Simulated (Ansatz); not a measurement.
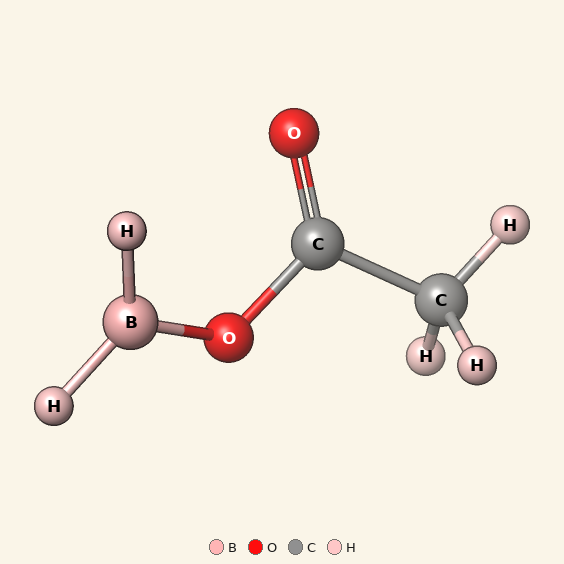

Orthographic view. Depth is shown by fading: the farther an atom, the more it takes the colour of the background. The computed structure is the end point of a PBE0-D4/def2-TZVP optimisation. No frequency run is at hand to confirm it as a minimum.

Write the InChI string.

InChI=1S/C2H5BO2/c1-2(4)5-3/h3H2,1H3
